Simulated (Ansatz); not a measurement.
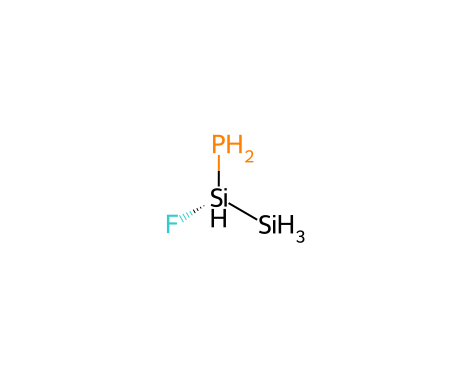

Figure made from data computed with Ansatz.

Skeletal drawing of a molecule.

### Give its SMILES.

F[Si@@H]([SiH3])P

### What is the molecular formula?

FH6PSi2.

### An optimisation with PBE-D4/def2-SVP gave a structure of which point group?

C1.
